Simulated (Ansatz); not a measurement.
C2HNSn (SMILES N#C[CH]=[Sn])

Input

```
crystal:
  periodic: [false, false, false]
  atoms:
    - {symbol: C, position_ang: [-0.326164, -0.216979, 0.861839]}
    - {symbol: C, position_ang: [0.205714, 0.839960, 0.105176]}
    - {symbol: N, position_ang: [-0.793299, -1.121578, 1.434932]}
    - {symbol: Sn, position_ang: [-0.062518, 0.925182, -1.898996]}
    - {symbol: H, position_ang: [0.767858, 1.607695, 0.653478]}
basis:
  gaussian: {orbitals: def2-TZVPD}
total_charge: 0
magnetization: {spin_polarized: false}
hamiltonian: {xc: pbe0}
output: {forces: true, orbitals: {seedname: orbitals}}
```

Launched as:

```sh
ansatz run input.yaml --threads 1 --pin off --max-ram 2610MiB --events-out events.jsonl --progress --plain --runs-dir runs
```

Geometry: PBE0-D3(BJ)/def2-SVP; core potentials replace the inner electrons of Sn.

Computed with isolated molecule in a Gaussian basis; Kohn-Sham density functional theory, functional PBE0 in Ansatz.

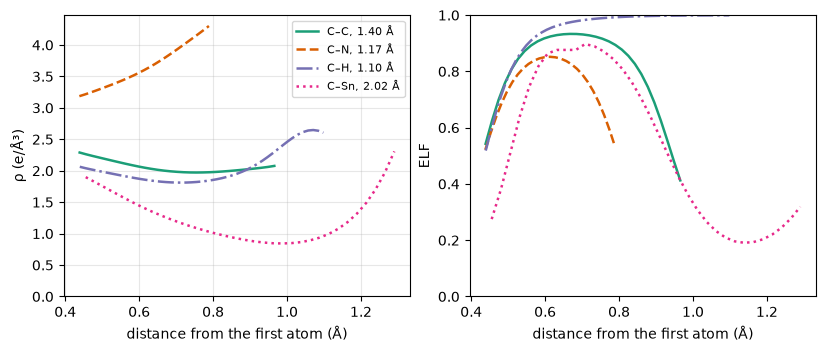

Figure 1. Electron density and ELF along straight lines between neighbouring atoms. The curves leave out the atomic cores.

Q: What can be read from the curves?

A: C–C (1.40 Å): ρ is about 2 e/Å³ halfway; the ELF peaks at about 0.95 between the atoms, as expected for a covalent bond.
C–N (1.17 Å): ρ at the midpoint is about 3.5 e/Å³; the ELF peaks at about 0.85 between the atoms: a multiple bond.
C–H (1.10 Å): ρ at the midpoint is about 1.9 e/Å³; the ELF climbs to about 1 towards the hydrogen, as it does in any bond to H; an ordinary covalent bond to hydrogen.
C–Sn (2.02 Å): ρ is about 0.85 e/Å³ halfway; the ELF peaks at about 0.90 in the valence shell of C, 0.7 Å from its nucleus, and drops to about 0.20 between the two atoms.

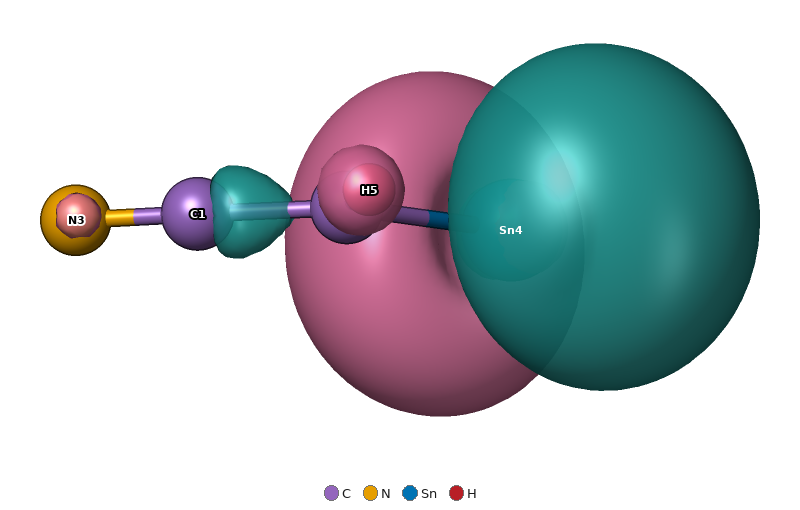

Figure 2. The LUMO at ±0.1 Å⁻³ᐟ² (teal and pink are the two phases), seen from one side.

Q: Where does this orbital lie, and at what energy?

A: By Hirshfeld shares it lies mainly on Sn4 (about 90 %); it is symmetric in the molecular plane (an in-plane orbital: σ, lone-pair or in-plane π type). Its energy is −3.51 eV.
